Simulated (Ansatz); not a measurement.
# Random cubic perovskite alloy of BaHfO3 and BaTiO3 (135 atoms): atom by atom

The starting structure: Cubic perovskite BaHfO3, 3 x 3 x 3 conventional cells, 9 of 27 Hf sites given to Ti at random (x = 0.333), lattice by Vegard's rule (cell 4.113, 4.113, 4.113, 90, 90, 90); not relaxed, displaced by a Gaussian of 0.02 Å.

This is the frame at 25 fs of a trajectory (instantaneous temperature 188 K). Method: Kohn-Sham DFT, PBEsol, PAW (set soft_2), plane waves (Ansatz 0.2.0); cutoff 420 eV, Γ point, fixed occupations.

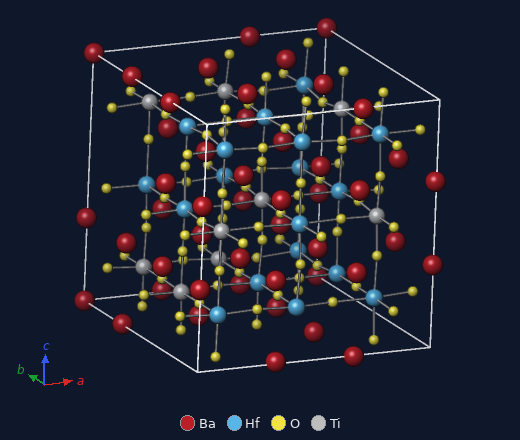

The structure (barium red, hafnium blue, oxygen yellow, titanium light grey). Some periodic images of atoms are drawn too.

Cell vectors (Å):

```
12.340 0.000 0.000
0.000 12.340 0.000
0.000 0.000 12.340
```

Positions (Å):

```
1 Ba 0.003 12.282 12.340
2 Hf 2.020 2.083 2.047
3 O 1.932 1.975 12.335
4 O 0.013 2.095 2.179
5 O 2.010 12.200 2.064
6 Ba 12.316 0.020 4.109
7 Ti 2.029 2.066 6.227
8 O 2.060 2.162 4.219
9 O 0.045 1.966 6.251
10 O 2.199 0.063 6.190
11 Ba 12.310 0.060 8.257
12 Hf 2.021 2.011 10.293
13 O 2.025 2.120 8.091
14 O 0.036 2.003 10.259
15 O 1.980 12.167 10.268
16 Ba 0.060 4.095 12.251
17 Ti 2.082 6.193 1.992
18 O 2.167 6.229 0.074
19 O 0.122 6.235 2.021
20 O 2.100 4.261 1.994
21 Ba 12.323 4.096 4.090
22 Hf 2.060 6.115 6.149
23 O 2.082 6.208 4.013
24 O 0.028 6.139 6.062
25 O 1.938 4.030 6.124
26 Ba 12.332 4.119 8.220
27 Hf 2.048 6.127 10.262
28 O 2.107 6.331 8.205
29 O 12.267 6.230 10.214
30 O 2.078 4.110 10.418
31 Ba 0.052 8.244 0.007
32 Ti 2.068 10.269 2.061
33 O 2.115 10.334 0.070
34 O 0.199 10.357 2.164
35 O 2.063 8.236 2.063
36 Ba 0.057 8.186 4.060
37 Hf 2.067 10.272 6.153
38 O 2.177 10.339 3.981
39 O 12.321 10.363 6.154
40 O 2.005 8.171 6.127
41 Ba 12.291 8.238 8.247
42 Ti 2.065 10.278 10.270
43 O 2.120 10.355 8.387
44 O 0.098 10.333 10.164
45 O 1.977 8.335 10.237
46 Ba 4.155 0.038 0.094
47 Hf 6.172 2.057 2.025
48 O 6.250 1.992 12.291
49 O 4.087 2.052 2.126
50 O 6.155 12.228 2.074
51 Ba 3.999 0.027 4.155
52 Hf 6.179 2.066 6.167
53 O 6.327 2.107 4.128
54 O 4.010 2.074 6.243
55 O 6.326 12.333 6.121
56 Ba 4.109 12.316 8.166
57 Hf 6.155 2.083 10.255
58 O 6.188 2.114 8.187
59 O 4.063 2.064 10.168
60 O 6.178 12.219 10.326
61 Ba 4.141 4.097 12.276
62 Hf 6.138 6.141 2.066
63 O 6.122 6.087 12.335
64 O 3.998 6.163 2.136
65 O 6.198 4.105 2.019
66 Ba 4.101 4.088 4.085
67 Ti 6.212 6.232 6.148
68 O 6.267 6.134 4.181
69 O 4.258 6.111 6.112
70 O 6.249 4.261 6.064
71 Ba 4.105 4.094 8.206
72 Hf 6.173 6.173 10.301
73 O 6.101 6.176 8.088
74 O 4.097 6.050 10.338
75 O 6.213 4.055 10.350
76 Ba 4.113 8.296 0.006
77 Ti 6.036 10.233 2.071
78 O 6.161 10.178 12.268
79 O 4.185 10.315 2.174
80 O 6.199 8.297 1.954
81 Ba 4.089 8.263 4.056
82 Hf 6.207 10.300 6.166
83 O 6.198 10.300 4.041
84 O 4.164 10.230 6.085
85 O 6.321 8.205 6.216
86 Ba 4.088 8.169 8.225
87 Ti 6.123 10.398 10.363
88 O 6.099 10.386 8.338
89 O 4.194 10.252 10.321
90 O 6.302 8.222 10.330
91 Ba 8.280 12.327 12.309
92 Hf 10.283 2.045 2.086
93 O 10.333 1.993 12.330
94 O 8.253 2.369 1.980
95 O 10.322 0.015 1.999
96 Ba 8.265 12.320 4.140
97 Ti 10.250 2.027 6.171
98 O 10.338 2.014 4.181
99 O 8.379 2.080 6.200
100 O 10.252 0.168 6.149
101 Ba 8.254 12.306 8.249
102 Hf 10.277 2.053 10.243
103 O 10.366 2.054 8.124
104 O 8.214 1.969 10.152
105 O 10.183 0.026 10.269
106 Ba 8.215 4.172 12.310
107 Hf 10.308 6.145 2.094
108 O 10.293 6.227 12.153
109 O 8.276 6.056 2.110
110 O 10.346 4.088 2.048
111 Ba 8.243 4.167 4.146
112 Hf 10.284 6.168 6.199
113 O 10.314 6.273 4.143
114 O 8.133 6.207 6.194
115 O 10.273 4.056 6.318
116 Ba 8.226 4.142 8.232
117 Ti 10.261 6.208 10.289
118 O 10.387 6.267 8.277
119 O 8.404 6.046 10.201
120 O 10.249 4.237 10.279
121 Ba 8.222 8.250 0.029
122 Hf 10.271 10.293 2.041
123 O 10.432 10.385 0.008
124 O 8.115 10.313 1.898
125 O 10.319 8.251 1.888
126 Ba 8.252 8.221 4.163
127 Hf 10.225 10.321 6.168
128 O 10.309 10.303 4.106
129 O 8.190 10.363 6.304
130 O 10.284 8.254 6.189
131 Ba 8.208 8.242 8.281
132 Hf 10.269 10.286 10.287
133 O 10.248 10.291 8.189
134 O 8.129 10.313 10.208
135 O 10.221 8.164 10.059
```

Q: Give the force on every atom.

Columns: atom, fx, fy, fz (forces in eV/Å).

```
1 0.557 -0.223 0.068
2 0.082 -0.264 1.315
3 0.563 0.242 0.108
4 0.096 0.052 -0.358
5 0.668 2.144 -0.035
6 0.471 0.155 0.389
7 -1.119 -0.172 -0.890
8 0.016 -0.437 -1.225
9 0.183 0.144 -0.470
10 -0.402 -0.842 -0.162
11 0.296 -0.278 -0.642
12 0.632 -0.936 -0.893
13 0.077 0.007 2.058
14 -0.899 0.226 -0.219
15 0.540 2.303 0.325
16 -0.757 0.587 0.476
17 -0.205 0.146 0.779
18 -0.375 0.112 -0.982
19 -1.075 -0.180 -0.025
20 -0.254 -1.740 -0.181
21 0.527 -0.149 0.528
22 0.644 -0.196 -1.311
23 -0.068 -0.080 0.657
24 -0.399 -0.024 0.307
25 0.550 0.775 0.421
26 -0.664 -0.195 -0.494
27 -0.992 1.827 0.573
28 0.084 -0.890 0.383
29 1.445 -0.508 0.407
30 -0.332 -0.523 -0.440
31 0.345 -0.146 -0.114
32 -0.763 -0.085 -0.644
33 0.189 -0.359 -0.238
34 -1.800 -0.606 -0.371
35 0.263 0.426 -0.147
36 0.372 0.091 -0.026
37 -0.296 0.416 0.109
38 -0.071 -0.359 1.986
39 0.787 0.045 0.018
40 0.264 1.396 -0.012
41 0.089 -0.001 0.209
42 0.121 -0.287 -0.034
43 0.390 -0.372 -2.076
44 -1.202 -0.333 0.698
45 0.485 -0.835 0.563
46 -0.309 -1.191 -0.356
47 0.736 -0.838 0.820
48 -0.436 0.046 0.659
49 0.484 0.121 -0.437
50 0.106 1.139 -0.431
51 0.260 -0.165 -0.312
52 -0.073 0.944 -0.450
53 -0.314 -0.262 -0.688
54 1.722 0.151 -0.298
55 -0.549 1.089 0.018
56 -0.110 -0.339 0.485
57 0.380 -1.402 -0.247
58 -0.044 -0.093 0.343
59 0.552 -0.200 0.352
60 -0.150 1.754 0.185
61 -0.353 0.481 0.540
62 -0.340 0.630 1.010
63 0.313 0.090 0.175
64 1.942 0.174 -0.256
65 -0.724 0.230 -0.114
66 -0.188 0.492 0.498
67 -0.556 -0.587 0.313
68 -0.232 0.629 -1.395
69 -1.367 0.292 -0.020
70 -0.029 -1.767 0.469
71 0.279 0.123 -0.714
72 0.517 1.413 -1.253
73 0.135 -0.250 1.765
74 0.665 0.295 -0.424
75 -0.092 0.881 -0.193
76 -0.186 0.305 -0.214
77 1.145 0.789 0.241
78 -0.267 0.534 0.748
79 -0.050 -0.260 -0.791
80 -0.184 -0.785 0.386
81 -0.089 -0.423 0.102
82 -1.123 -0.869 0.686
83 0.335 -0.460 0.054
84 -1.055 0.093 0.363
85 -0.355 0.191 -0.467
86 0.599 0.664 0.127
87 -0.409 -1.220 -0.498
88 0.021 -0.359 -1.176
89 -0.743 -0.096 0.126
90 -0.393 -1.125 -0.188
91 -0.692 -0.278 0.100
92 -0.400 0.419 -0.054
93 0.120 0.301 -0.346
94 -0.301 -1.234 0.282
95 -0.183 -0.373 0.258
96 -0.556 0.216 -0.213
97 0.432 0.673 0.322
98 -0.141 0.288 -0.360
99 -1.277 0.054 -0.069
100 0.013 -1.874 0.016
101 -0.350 0.095 0.024
102 -0.456 1.220 -0.093
103 0.034 -0.048 1.206
104 0.156 0.345 0.246
105 0.473 -0.602 -0.160
106 0.646 -0.162 -0.029
107 0.661 0.113 -1.011
108 0.133 0.078 1.889
109 -0.516 0.577 -0.385
110 0.517 1.301 -0.162
111 -0.313 -0.322 0.380
112 -0.317 -0.350 1.451
113 -0.068 -0.192 -1.035
114 1.613 -0.103 -0.128
115 0.220 0.726 -0.748
116 0.359 0.150 -0.436
117 0.431 -0.190 -0.467
118 -0.137 -0.490 -1.109
119 -2.494 0.383 0.073
120 0.544 -1.769 -0.190
121 -0.434 0.312 -0.357
122 -0.721 -0.220 0.367
123 -0.116 -0.398 -0.750
124 1.819 -0.084 0.495
125 0.006 -0.299 0.439
126 -0.581 -0.078 -0.134
127 0.988 -0.247 0.367
128 -0.385 0.050 -0.402
129 1.348 -0.146 -0.679
130 -0.147 0.267 -0.279
131 -0.272 -0.100 0.080
132 -0.201 -0.749 -0.830
133 0.351 0.504 0.699
134 1.539 -0.062 0.622
135 0.123 1.362 1.183
```

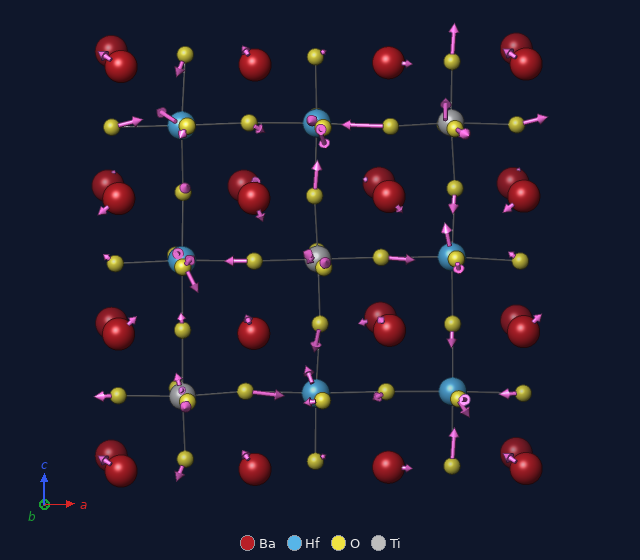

The forces as arrows, the longest 2.52 eV/Å. Drawn is a slice 4 Å thick, seen along the normal of the ac plane.

The main run has no spin polarisation, so moments on Ti can't form in it, and no Hubbard term. Only the Γ point is sampled, in a cell whose shortest periodic width is 12 Å.

The r.m.s. force component is 0.680 eV/Å; the longest force, 2.52 eV/Å, acts on O119. The energy lies 14.3 meV/atom above that of the first step of this run.

[Logs are printed without paths, hosts, clocks, repeated set-up lines and the standing remarks that a program may print on its own settings, such as how far it seeks lower states.]

[Hosts, paths, dates, database ids (printed as entryN), source tags and the programs' standing remarks are cut or masked in the printed files.]
